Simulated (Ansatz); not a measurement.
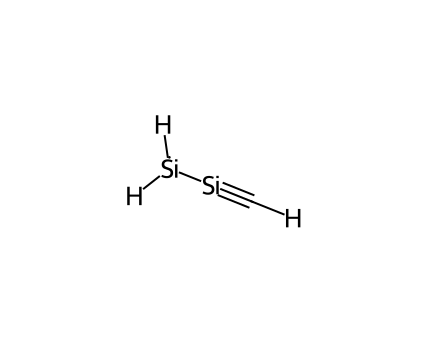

The species is neutral and a spin doublet. The computed structure is the end point of a PBE0-D4/def2-TZVP optimisation. No frequency run is at hand to confirm it as a minimum. Level of theory: UKS PBE0-D4/def2-TZVP (Ansatz 0.2.0).

Predict the main results.

The species is CH3Si2 (`C#[Si][SiH2]`).
- dipole moment: 1.14 D
- ⟨S²⟩ of the determinant: 0.936

The determinant isn't a pure spin state (⟨S²⟩ up to 0.94).
